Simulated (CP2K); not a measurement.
# C3H6AlF (SMILES C=[C](C)[AlH][F]) at PM3

What is the energy change on altering one bond length of C3H6AlF at PM3? 

The results are computed with CP2K 2026.2.

3 further runs of the same task are left out: 1 that didn't finish, 2 set aside as unsound or not needed.

## Step 1: Starting point

C3H6AlF: 11 atoms, total charge 0, spin state singlet. SMILES: `C=[C](C)[AlH][F]`. The shape comes from GFN2-xTB, which is rough for such elements, and wasn't checked as a minimum. This is one conformer, not always the lowest.

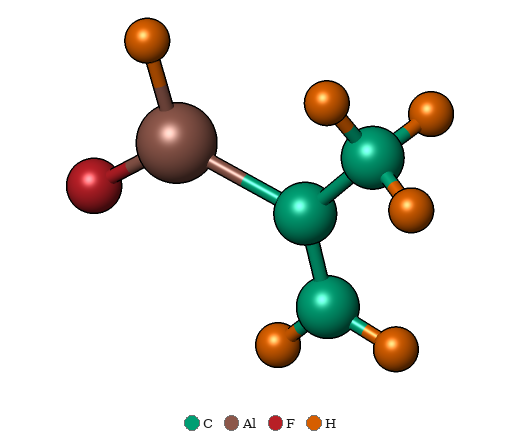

The structure, seen from a chosen angle (carbon teal, aluminium brown, fluorine red, hydrogen orange).

## Step 2: Energy and forces at PM3

calc.inp reads:

```
&GLOBAL
  PROJECT calc
  RUN_TYPE ENERGY_FORCE
  PRINT_LEVEL MEDIUM
&END GLOBAL
&FORCE_EVAL
  METHOD QUICKSTEP
  &DFT
    # Quickstep
    &QS
      METHOD PM3
      EPS_DEFAULT 1.0E-10
      &SE
        &COULOMB
          CUTOFF [angstrom] 50
          RC_RANGE [angstrom] 0
        &END COULOMB
        &EXCHANGE
          CUTOFF [angstrom] 50
          RC_RANGE [angstrom] 0
        &END EXCHANGE
      &END SE
    &END QS
    &POISSON
      PERIODIC NONE
      POISSON_SOLVER ANALYTIC
    &END POISSON
    &SCF
      SCF_GUESS ATOMIC
      EPS_SCF 1.0E-07
      MAX_SCF 150
      ADDED_MOS 2
      &DIAGONALIZATION
        ALGORITHM STANDARD
      &END DIAGONALIZATION
      &MIXING
        METHOD DIRECT_P_MIXING
        ALPHA 0.4
      &END MIXING
    &END SCF
    # extra output
    &PRINT
      &MOMENTS
        PERIODIC F
        REFERENCE COM
        MAX_MOMENT 1
      &END MOMENTS
      &MO ON
        ENERGIES T
        OCCUPATION_NUMBERS T
        NDIGITS 6
        &EACH
          QS_SCF 0
        &END EACH
        ADD_LAST NUMERIC
      &END MO
      &HIRSHFELD OFF
      &END HIRSHFELD
    &END PRINT
  &END DFT
  # structure
  &SUBSYS
    # vacuum box
    &CELL
      ABC 13.7 14.4 14.3
      PERIODIC NONE
    &END CELL
    &COORD
      C      6.934280     8.786610     7.636655
      C      6.977520     7.459520     7.520145
      C      7.789780     6.592320     8.442655
      Al     6.017210     6.524570     6.060085
      F      5.003740     7.248570     4.981035
      H      7.474680     9.334690     8.398315
      H      6.333830     9.382860     6.961975
      H      7.196420     6.330200     9.318965
      H      8.057790     5.662840     7.936915
      H      8.696260     7.093430     8.779195
      H      6.203440     5.017140     5.863085
    &END COORD
  &END SUBSYS
  # extra output
  &PRINT
    &FORCES ON
    &END FORCES
  &END PRINT
&END FORCE_EVAL
```

On the command line:

```console
$ OMP_NUM_THREADS=1 cp2k.psmp calc.inp > calc.out
```

Log (excerpt; [...] marks lines left out):

```text
CP2K| version string:                                       CP2K version 2026.2
[...]
 GLOBAL| Method name                                                        CP2K
[...]
 GLOBAL| Run type                                                   ENERGY_FORCE
[...]
                             - Atoms:                                         11
[...]
                             - Spherical basis functions:                     26
[...]
 Number of electrons:                                                         28
[...]
     1 P_Mix/Diag. 0.40E+00    0.0     0.70246959       -28.0135093433 -2.80E+01
[...]
    19 DIIS/Diag.  0.45E-07    0.0     0.00000005       -34.4782974686 -6.39E-14
  *** SCF run converged in    19 steps ***
  Core-core repulsion energy [eV]:                           1679.40551397391073
  Core Hamiltonian energy [eV]:                             -1509.72998897326852
  Two-electron integral energy [eV]:                        -2215.75542427953042
  Electronic energy [eV]:                                   -2617.60770111303418
  Total energy [eV]:                                         -938.20218713912323
  Atomic reference energy [eV]:                               936.56538107651386
  Heat of formation [kcal/mol]:                               -37.74564748892770
[...]
 SE_DIPOLE| Moment [Debye]         -0.68095201      -0.05293507      -0.85224418
 SE_DIPOLE| Derivative [a.u.]       0.00000000       0.00000000       0.00000000
 ENERGY| Total FORCE_EVAL ( QS ) energy [hartree]            -34.478297468618884
 FORCES| Atomic forces [hartree/bohr]
 FORCES|   Atom     x               y               z               |f|
 FORCES|      1 -6.96618677E-03 -2.55290504E-02 -1.14730408E-02   2.88425179E-02
 FORCES|      2 -1.63204982E-03 -1.72107641E-02 -7.74739244E-03   1.89445527E-02
 FORCES|      3 -2.34243506E-02  1.36227901E-02 -2.65255314E-02   3.79194465E-02
 FORCES|      4  2.98741101E-02  2.27185207E-02  4.25169958E-02   5.67123317E-02
 FORCES|      5 -3.83746055E-03  6.98506020E-03 -3.08023488E-03   8.54429730E-03
 FORCES|      6  1.31189282E-03  3.26250687E-03  1.66651397E-03   3.89130860E-03
 FORCES|      7 -1.06908629E-03  1.77802369E-03 -1.34472103E-03   2.47236493E-03
 FORCES|      8 -1.79241374E-03 -1.14385125E-03  6.12594185E-03   6.48446653E-03
 FORCES|      9  4.09943833E-04 -2.21552064E-03 -3.77083993E-03   4.39270070E-03
 FORCES|     10  5.42308000E-03  1.34025887E-03  2.42960203E-03   6.09172033E-03
 FORCES|     11  1.70252102E-03 -3.60797406E-03  1.20270687E-03   4.16684034E-03
 FORCES| Sum     3.60822483E-16 -1.73472348E-16 -8.56953397E-16
 FORCES| Total atomic force                                       9.45861853E-16
[...]
```

Wall time 0.44 s (1 thread of Arm Neoverse N1, shared host); peak memory 0.14 GiB.

## Step 3: The distorted shape, same level

qs.inp reads:

```
&GLOBAL
  PROJECT_NAME qs
  RUN_TYPE ENERGY_FORCE
  PRINT_LEVEL MEDIUM
&END GLOBAL
&FORCE_EVAL
  METHOD Quickstep
  &DFT
    &QS
      METHOD PM3
      EPS_DEFAULT 1.0E-10
      &SE
        &COULOMB
          CUTOFF [angstrom] 50
          RC_RANGE [angstrom] 0
        &END COULOMB
        &EXCHANGE
          CUTOFF [angstrom] 50
          RC_RANGE [angstrom] 0
        &END EXCHANGE
      &END SE
    &END QS
    &POISSON
      PERIODIC NONE
      POISSON_SOLVER ANALYTIC
    &END POISSON
    &SCF
      SCF_GUESS ATOMIC
      EPS_SCF 1.0E-07
      MAX_SCF 150
      ADDED_MOS 2
      &DIAGONALIZATION
        ALGORITHM STANDARD
      &END DIAGONALIZATION
      &MIXING
        METHOD DIRECT_P_MIXING
        ALPHA 0.4
      &END MIXING
    &END SCF
    &PRINT
      &MOMENTS
        PERIODIC F
        REFERENCE COM
        MAX_MOMENT 1
      &END MOMENTS
      &MO ON
        ENERGIES T
        OCCUPATION_NUMBERS T
        NDIGITS 6
        &EACH
          QS_SCF 0
        &END EACH
        ADD_LAST NUMERIC
      &END MO
      &HIRSHFELD OFF
      &END HIRSHFELD
    &END PRINT
  &END DFT
  &SUBSYS
    &CELL
      ABC 13.7 14.4 14.3
      PERIODIC NONE
    &END CELL
    &COORD
      C      6.934280     8.786610     7.680490
      C      6.977520     7.459520     7.563980
      C      7.789780     6.592320     8.486490
      Al     6.017210     6.524570     6.103920
      F      5.003740     7.248570     5.024870
      H      7.474680     9.334690     8.442150
      H      6.333830     9.382860     7.005810
      H      7.255782     6.356424     9.275130
      H      8.057790     5.662840     7.980750
      H      8.696260     7.093430     8.823030
      H      6.203440     5.017140     5.906920
    &END COORD
  &END SUBSYS
  &PRINT
    &FORCES ON
    &END FORCES
  &END PRINT
&END FORCE_EVAL
```

On the command line:

```console
$ OMP_NUM_THREADS=1 cp2k.psmp -i qs.inp > qs.out 2>&1
```

Log (excerpt; [...] marks lines left out):

```text
CP2K| version string:                                       CP2K version 2026.2
[...]
 GLOBAL| Method name                                                        CP2K
[...]
 GLOBAL| Run type                                                   ENERGY_FORCE
[...]
                             - Atoms:                                         11
[...]
                             - Spherical basis functions:                     26
[...]
 Number of electrons:                                                         28
[...]
     1 P_Mix/Diag. 0.40E+00    0.0     0.70647909       -27.9653954497 -2.80E+01
[...]
    19 DIIS/Diag.  0.45E-07    0.0     0.00000005       -34.4678192902 -7.82E-14
  *** SCF run converged in    19 steps ***
  Core-core repulsion energy [eV]:                           1684.68545972264837
  Core Hamiltonian energy [eV]:                             -1510.27542876852135
  Two-electron integral energy [eV]:                        -2224.65418471629619
  Electronic energy [eV]:                                   -2622.60252112666922
  Total energy [eV]:                                         -937.91706140402118
  Atomic reference energy [eV]:                               936.56538107651386
  Heat of formation [kcal/mol]:                               -31.17049131555389
[...]
 SE_DIPOLE| Moment [Debye]         -0.68159702      -0.06164860      -0.84183354
 SE_DIPOLE| Derivative [a.u.]       0.00000000       0.00000000       0.00000000
 ENERGY| Total FORCE_EVAL ( QS ) energy [hartree]            -34.467819290199067
[...]
```

Run time: 0.44 s. Hardware: 1 thread of Arm Neoverse N1, shared host; peak memory 0.14 GiB.

## Step 4: What came out

At PM3:

| quantity | value |
| --- | --- |
| first shape: total energy | -34.47830 Eh |
| first shape: dipole moment | 1.09 D |
| first shape: HOMO energy | -10.03 eV |
| first shape: LUMO energy | -2.11 eV |
| first shape: HOMO–LUMO gap | 7.92 eV |
| first shape: heat of formation at this unrelaxed shape | -37.7 kcal/mol |
| first shape: largest force on an atom | 2.916 eV/Å |
| distorted shape: total energy | -34.46782 Eh |
| distorted shape: dipole moment | 1.08 D |
| distorted shape: HOMO energy | -10.06 eV |
| distorted shape: LUMO energy | -2.11 eV |
| distorted shape: HOMO–LUMO gap | 7.95 eV |
| distorted shape: heat of formation at this unrelaxed shape | -31.2 kcal/mol |
| distorted shape: largest force on an atom | 5.372 eV/Å |
| energy change with the C3–H8 bond shortened from 1.090 to 0.981 Å | 0.285 eV |

**Reading.** With the C3–H8 bond shortened from 1.090 to 0.981 Å the energy rises by 0.29 eV (6.6 kcal/mol). The first shape isn't relaxed at this level, so the change isn't measured from a minimum. The largest force (first shape) is 2.92 eV/Å: the shape isn't a stationary point for this species at this level.
